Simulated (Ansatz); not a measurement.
## Errors in the atomisation enthalpy at 298 K

10 molecules with two or more fluorines; the atomisation enthalpy at 298 K in kJ/mol, computed less measured. Shapes, held fixed at every level: PBE0-D4/def2-TZVP. Flexible molecules stand in one conformer, not always the lowest. Thermal terms are harmonic and unscaled (PBE0-D4/def2-TZVP); the spin-orbit lowering of the free atoms is taken from their spectra. Programs: Ansatz 0.2.0. Measured values: Active Thermochemical Tables, CRC Handbook of Chemistry and Physics, NIST-JANAF tables.

Levels: A = B2PLYP/def2-TZVPP; B = MP2/def2-SVP; C = MP2/def2-TZVPP; D = CCSD(T)/def2-TZVPP.

```json
{"molecule": "AsF3 (arsenic trifluoride)", "from tabulated heats": "1326", "A": "+4", "B": "-88", "C": "+41", "D": "-42"}
{"molecule": "BBrF2 (SMILES FB(F)Br)", "from tabulated heats": "1661", "A": "-14", "B": "+21", "C": "+54", "D": "-45"}
{"molecule": "B(OH)F2 (difluorohydroxyborane)", "from tabulated heats": "2280", "A": "-8", "B": "+7", "C": "+59", "D": "-53"}
{"molecule": "CBrClF2 (SMILES FC(F)(Cl)Br)", "from tabulated heats": "1551", "A": "-42", "B": "-41", "C": "+38", "D": "-70"}
{"molecule": "CHClF2 (difluorochloromethane)", "from tabulated heats": "1698", "A": "-26", "B": "-44", "C": "+25", "D": "-57"}
{"molecule": "SiH2F2 (SMILES F[SiH2]F)", "from tabulated heats": "1836", "A": "-41", "B": "-130", "C": "-11", "D": "-64"}
{"molecule": "C2Cl3F3 (1,1,2-trichlorotrifluoroethane)", "from tabulated heats": "2753", "A": "-64", "B": "-37", "C": "+75", "D": "-109"}
{"molecule": "C2H3F3 (1,1,1-trifluoroethane)", "from tabulated heats": "3070", "A": "-29", "B": "-46", "C": "+26", "D": "-75"}
{"molecule": "C2HF5 (SMILES FC(F)C(F)(F)F)", "from tabulated heats": "3149", "A": "-32", "B": "-1", "C": "+80", "D": "-86"}
{"molecule": "C3H4F4O (2,2,3,3-tetrafluoro-1-propanol)", "from tabulated heats": "4651", "A": "-55", "B": "-82", "C": "+49", "D": "-127"}
```

Q: Which level does best on this set, which worst, and which err to one side?

A: 
```json
{"level": "B2PLYP/def2-TZVPP", "kind": "double hybrid", "mean error": "-30.7", "mean absolute error": "31.5", "worst case": "C2Cl3F3"}
{"level": "MP2/def2-SVP", "kind": "perturbation theory", "mean error": "-44.1", "mean absolute error": "49.7", "worst case": "SiH2F2"}
{"level": "MP2/def2-TZVPP", "kind": "perturbation theory", "mean error": "+43.6", "mean absolute error": "45.8", "worst case": "C2HF5"}
{"level": "CCSD(T)/def2-TZVPP", "kind": "coupled cluster or CI", "mean error": "-72.8", "mean absolute error": "72.8", "worst case": "C3H4F4O"}
```

On this set B2PLYP/def2-TZVPP has the smallest mean absolute error and CCSD(T)/def2-TZVPP the largest. B2PLYP/def2-TZVPP is too low in 9 of 10; MP2/def2-SVP is too low in 8 of 10; MP2/def2-TZVPP is too high in 9 of 10; CCSD(T)/def2-TZVPP is too low in 10 of 10. The heats of C2Cl3F3, C2H3F3, C2HF5, C3H4F4O come from older tables and can be uncertain by 10 kJ/mol or more. Heats of the atoms come from ATcT where it has them, that of boron, 570 kJ/mol, from recent work. The levels differ in basis as well as in method. With so many references in doubt the order of the levels isn't settled. The tabulated values of AsF3, BBrF2, B(OH)F2, SiH2F2 are in doubt (older tables, estimates, or at odds with other calculations) and kept here. Over the 6 molecules whose values aren't doubted the mean absolute errors are A 41.3; B 41.8; C 48.8; D 87.3. For CCSD(T)/def2-TZVPP the error tends to grow with the atomisation enthalpy. Correlated wave functions converge slowly with the basis. Relativity is left out for As, Br. Outer-core shells of As, Br are correlated, in sets that cover them unevenly. The set is small.

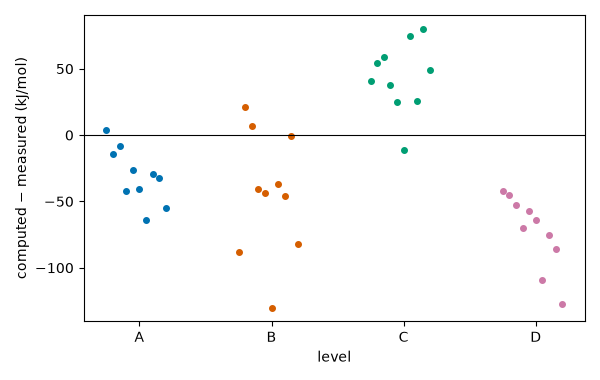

Errors of each level, one point a molecule.
